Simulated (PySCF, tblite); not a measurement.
# C₅H₅F: dynamics, then NMR shifts on frames, part 2 of 2

tblite 0.8.0 and PySCF 2.14.0. Atoms count from 0. Earlier steps stand in the parts before.

## Step 5: Nuclear shieldings: 625 fs, PBE0/pcSseg-1

Job settings and geometry (Å):

```
{"job": {"kind": "nmr", "xc": "PBE0", "basis": "pcSseg-1", "pop": false}, "charge": 0, "multiplicity": 1}
C     -1.369200    -0.805900     0.526800
C     -0.270400    -1.718400     0.120400
F     -0.718400    -2.688900    -0.701500
C      1.023100    -1.771400     0.439800
C      2.411300    -2.162800     0.017300
C      2.252800    -1.073100     0.786000
H     -1.611200     0.068500    -0.203500
H     -2.307400    -1.368400     0.705300
H     -1.259900    -0.442400     1.551100
H      2.913000    -2.767100    -0.768200
H      2.838500    -0.331800     1.300900
```

Method: GIAO PBE0/pcSseg-1 NMR shielding, non-relativistic, gas phase.

Standard output:

```text
coarse grid: 9616 points
cycle   1  E = -292.7848606982  dE =  8.716e-01  |g| = 4.584e-01  |ddm| = 3.009e+00
cycle   2  E = -292.7739389044  dE =  1.092e-02  |g| = 5.769e-01  |ddm| = 1.007e+00
cycle   3  E = -292.8271593098  dE = -5.322e-02  |g| = 6.093e-02  |ddm| = 5.641e-01
cycle   4  E = -292.8276818543  dE = -5.225e-04  |g| = 2.967e-02  |ddm| = 7.943e-02
cycle   5  E = -292.8278697123  dE = -1.879e-04  |g| = 7.569e-03  |ddm| = 3.282e-02
cycle   6  E = -292.8278802534  dE = -1.054e-05  |g| = 3.511e-03  |ddm| = 9.110e-03
cycle   7  E = -292.8278830376  dE = -2.784e-06  |g| = 6.981e-04  |ddm| = 3.289e-03
final grid: 94504 points
cycle   8  E = -292.8714142002  dE = -2.130e-05  |g| = 6.046e-03  |ddm| = 2.556e-02
cycle   9  E = -292.8714103868  dE =  3.813e-06  |g| = 7.804e-03  |ddm| = 1.283e-02
cycle  10  E = -292.8714230066  dE = -1.262e-05  |g| = 1.062e-03  |ddm| = 6.895e-03
cycle  11  E = -292.8714232102  dE = -2.035e-07  |g| = 1.909e-04  |ddm| = 9.987e-04
cycle  12  E = -292.8714232144  dE = -4.258e-09  |g| = 1.329e-04  |ddm| = 2.334e-04
cycle  13  E = -292.8714232187  dE = -4.271e-09  |g| = 1.989e-05  |ddm| = 1.191e-04
cycle  14  E = -292.8714232188  dE = -8.720e-11  |g| = 5.749e-06  |ddm| = 2.231e-05
converged SCF energy = -292.8714232188

GIAO shielding tensors (ppm)
atom      isotropic    diamagn.    paramagn.     s11        s22        s33       span
  0 C      166.113     247.006     -80.894    150.452    157.610    190.276     39.824
  1 C       47.414     248.238    -200.824     -8.819     72.465     78.597     87.416
  2 F      310.765     474.508    -163.744    263.553    313.357    355.384     91.831
  3 C       81.990     250.491    -168.501     -7.243     44.170    209.043    216.286
  4 C       34.221     269.382    -235.161    -97.786     11.641    188.809    286.596
  5 C       45.916     249.997    -204.081    -85.569     46.608    176.708    262.277
  6 H       27.741      28.491      -0.750     23.758     25.330     34.133     10.375
  7 H       28.997      27.022       1.975     25.274     27.319     34.398      9.124
  8 H       29.172      30.229      -1.057     25.442     27.663     34.412      8.969
  9 H       21.996      31.717      -9.722     18.635     23.149     24.203      5.567
 10 H       23.262      30.339      -7.077     20.216     24.425     25.146      4.930
```

It took 12 s on 1 thread of Arm Neoverse N1, shared host; peak memory 0.6 GiB.

This run: δ C4 152.7, C5 141.0, C1 139.5, C3 104.9, H9 9.72, H10 8.45 ppm.

## Step 6: Shielding tensors: 800 fs, PBE0/pcSseg-1

Job settings and geometry (Å):

```
{"job": {"kind": "nmr", "xc": "PBE0", "basis": "pcSseg-1", "pop": false}, "charge": 0, "multiplicity": 1}
C     -1.730600    -0.799000     0.553400
C     -0.606700    -1.469300    -0.062600
F     -0.992000    -2.716000    -0.451400
C      0.613400    -1.109500    -0.325400
C      1.968600    -1.528200    -0.553700
C      1.825600    -0.297600    -0.169900
H     -2.636100    -0.644600    -0.020700
H     -2.067100    -1.296900     1.476000
H     -1.471200     0.232200     0.763700
H      2.518100    -2.428900    -0.858600
H      2.267100     0.663100     0.110700
```

With the program's defaults for keys left out, this is: GIAO PBE0/pcSseg-1 NMR shielding, non-relativistic, gas phase.

Standard output:

```text
coarse grid: 9616 points
cycle   1  E = -292.7884893454  dE =  1.093e+00  |g| = 4.850e-01  |ddm| = 3.080e+00
cycle   2  E = -292.7780045526  dE =  1.048e-02  |g| = 5.968e-01  |ddm| = 1.114e+00
cycle   3  E = -292.8370355743  dE = -5.903e-02  |g| = 7.458e-02  |ddm| = 6.315e-01
cycle   4  E = -292.8378594831  dE = -8.239e-04  |g| = 3.509e-02  |ddm| = 9.113e-02
cycle   5  E = -292.8381231172  dE = -2.636e-04  |g| = 9.737e-03  |ddm| = 3.911e-02
cycle   6  E = -292.8381431932  dE = -2.008e-05  |g| = 3.613e-03  |ddm| = 9.801e-03
cycle   7  E = -292.8381460024  dE = -2.809e-06  |g| = 7.648e-04  |ddm| = 3.754e-03
final grid: 94504 points
cycle   8  E = -292.8817492650  dE = -2.461e-05  |g| = 6.370e-03  |ddm| = 3.045e-02
cycle   9  E = -292.8817455251  dE =  3.740e-06  |g| = 8.032e-03  |ddm| = 1.362e-02
cycle  10  E = -292.8817590183  dE = -1.349e-05  |g| = 1.110e-03  |ddm| = 7.543e-03
cycle  11  E = -292.8817592289  dE = -2.106e-07  |g| = 1.413e-04  |ddm| = 1.012e-03
cycle  12  E = -292.8817592315  dE = -2.577e-09  |g| = 7.698e-05  |ddm| = 1.793e-04
cycle  13  E = -292.8817592328  dE = -1.353e-09  |g| = 2.159e-05  |ddm| = 8.254e-05
cycle  14  E = -292.8817592329  dE = -1.035e-10  |g| = 5.877e-06  |ddm| = 2.036e-05
converged SCF energy = -292.8817592329

GIAO shielding tensors (ppm)
atom      isotropic    diamagn.    paramagn.     s11        s22        s33       span
  0 C      172.229     251.783     -79.554    159.764    162.905    194.018     34.254
  1 C       56.272     246.294    -190.022     17.773     73.594     77.448     59.675
  2 F      316.695     475.868    -159.173    265.252    329.030    355.803     90.551
  3 C       91.812     246.332    -154.520      0.067     54.149    221.219    221.151
  4 C       51.264     261.520    -210.256    -59.960     28.857    184.894    244.854
  5 C       61.885     249.230    -187.345    -55.707     62.734    178.627    234.335
  6 H       29.657      29.183       0.474     25.990     26.910     36.072     10.082
  7 H       29.358      28.130       1.228     25.224     27.102     35.747     10.524
  8 H       30.162      32.784      -2.622     25.703     29.024     35.760     10.057
  9 H       23.024      31.626      -8.602     21.385     23.727     23.959      2.575
 10 H       23.614      29.620      -6.006     22.197     23.941     24.704      2.508
```

Run time: 12 s. Hardware: 1 thread of Arm Neoverse N1, shared host; peak memory 0.6 GiB.

This run: δ C4 135.7, C1 130.7, C5 125.0, C3 95.1, H9 8.69, H10 8.10 ppm.

## Step 7: NMR shieldings: 1000 fs, PBE0/pcSseg-1

Job settings and geometry (Å):

```
{"job": {"kind": "nmr", "xc": "PBE0", "basis": "pcSseg-1", "pop": false}, "charge": 0, "multiplicity": 1}
C     -1.729100    -0.309200    -0.060700
C     -0.782100    -1.461300    -0.284700
F     -1.335100    -2.747100    -0.081000
C      0.429200    -1.301500    -0.692300
C      1.791900    -1.639200    -1.104700
C      1.533500    -0.354900    -0.953800
H     -2.672400    -0.648400    -0.390800
H     -1.739200    -0.035200     0.980600
H     -1.568700     0.564700    -0.679100
H      2.464900    -2.370300    -1.381900
H      1.844200     0.654400    -0.749300
```

Method: GIAO PBE0/pcSseg-1 NMR shielding, non-relativistic, gas phase.

Standard output:

```text
coarse grid: 9616 points
cycle   1  E = -292.7840321443  dE =  9.705e-01  |g| = 4.821e-01  |ddm| = 3.049e+00
cycle   2  E = -292.7705079081  dE =  1.352e-02  |g| = 6.144e-01  |ddm| = 1.167e+00
cycle   3  E = -292.8313328471  dE = -6.082e-02  |g| = 7.896e-02  |ddm| = 6.652e-01
cycle   4  E = -292.8323015785  dE = -9.687e-04  |g| = 3.505e-02  |ddm| = 9.215e-02
cycle   5  E = -292.8325597086  dE = -2.581e-04  |g| = 9.508e-03  |ddm| = 3.903e-02
cycle   6  E = -292.8325779802  dE = -1.827e-05  |g| = 4.053e-03  |ddm| = 1.095e-02
cycle   7  E = -292.8325816959  dE = -3.716e-06  |g| = 9.764e-04  |ddm| = 3.938e-03
final grid: 94504 points
cycle   8  E = -292.8763466915  dE = -2.847e-05  |g| = 7.285e-03  |ddm| = 3.165e-02
cycle   9  E = -292.8763396232  dE =  7.068e-06  |g| = 9.899e-03  |ddm| = 1.554e-02
cycle  10  E = -292.8763589169  dE = -1.929e-05  |g| = 1.332e-03  |ddm| = 9.059e-03
cycle  11  E = -292.8763592291  dE = -3.122e-07  |g| = 1.473e-04  |ddm| = 1.218e-03
cycle  12  E = -292.8763592319  dE = -2.850e-09  |g| = 8.031e-05  |ddm| = 1.796e-04
cycle  13  E = -292.8763592334  dE = -1.453e-09  |g| = 2.560e-05  |ddm| = 9.211e-05
cycle  14  E = -292.8763592335  dE = -1.464e-10  |g| = 7.387e-06  |ddm| = 2.446e-05
converged SCF energy = -292.8763592335

GIAO shielding tensors (ppm)
atom      isotropic    diamagn.    paramagn.     s11        s22        s33       span
  0 C      169.233     248.183     -78.950    146.355    167.903    193.441     47.086
  1 C       50.372     250.787    -200.415     -2.129     61.024     92.222     94.351
  2 F      322.456     473.990    -151.534    269.616    331.195    366.556     96.940
  3 C       90.766     253.534    -162.769     -3.590     58.822    217.064    220.654
  4 C       48.587     259.294    -210.706    -69.946     32.271    183.437    253.384
  5 C       51.306     250.371    -199.065    -72.853     38.413    188.358    261.211
  6 H       30.414      28.894       1.520     26.329     29.161     35.753      9.423
  7 H       29.527      30.191      -0.665     25.422     27.441     35.717     10.294
  8 H       29.986      31.319      -1.332     26.230     28.525     35.204      8.974
  9 H       24.036      34.973     -10.937     21.602     25.047     25.461      3.859
 10 H       23.530      30.134      -6.604     21.322     24.475     24.792      3.471
```

Wall time 12 s (1 thread of Arm Neoverse N1, shared host); peak memory 0.6 GiB.

In short: δ C4 138.3, C1 136.6, C5 135.6, C3 96.2, H10 8.19, H9 7.68 ppm.

## Step 8: Run by run: NMR shifts

Shifts (ppm) of some atoms, chosen among heavy atoms and hydrogens apart, with basis size and wall time:

| frame | C4 | C5 | C1 | C0 | H6 | H7 | F2 | functions | time |
| --- | --- | --- | --- | --- | --- | --- | --- | --- | --- |
| 250 fs | 142.2 | 136.8 | 134.5 | 23.5 | 2.51 | 1.79 | -160.3 | 127 | 12 s |
| 425 fs | 130.5 | 140.6 | 143.2 | 35.7 | 3.39 | 4.77 | -122.0 | 127 | 12 s |
| 625 fs | 152.7 | 141.0 | 139.5 | 20.8 | 3.98 | 2.72 | -139.8 | 127 | 12 s |
| 800 fs | 135.7 | 125.0 | 130.7 | 14.7 | 2.06 | 2.36 | -145.7 | 127 | 12 s |
| 1000 fs | 138.3 | 135.6 | 136.6 | 17.7 | 1.30 | 2.19 | -151.5 | 127 | 12 s |

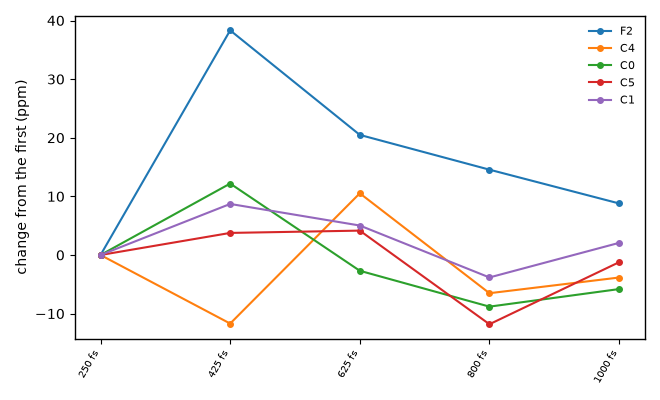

How five of the tabulated atoms move from run to run.

## Step 9: Summary of results

This closing draws on all 2 parts.

```
                                        quantity                                value
                                      thermostat                                400 K
                   mean temperature, second half                                405 K
         mean potential energy above the minimum                              0.47 eV
  13C shifts against TMS (PBE0/pcSseg-1, 250 fs)  142.2, 136.8, 134.5, 94.9, 23.5 ppm
   1H shifts against TMS (PBE0/pcSseg-1, 250 fs)     9.31, 7.62, 3.88, 2.51, 1.79 ppm
19F shifts against CFCl3 (PBE0/pcSseg-1, 250 fs)                           -160.3 ppm
                        range of the shift of F2                 -160.3 to -122.0 ppm
```

**Reading.** In the second half the potential energy averages 0.47 eV above the minimum; equipartition over 27 harmonic modes at 400 K would give 0.47 eV. With 11 atoms the temperature swings widely (208 to 632 K). Shifts at one fixed geometry are not the observed spectrum, which averages over the motion. Across the 5 runs the shift of F2 moves most, between -160.3 (250 fs) and -122.0 ppm (425 fs).
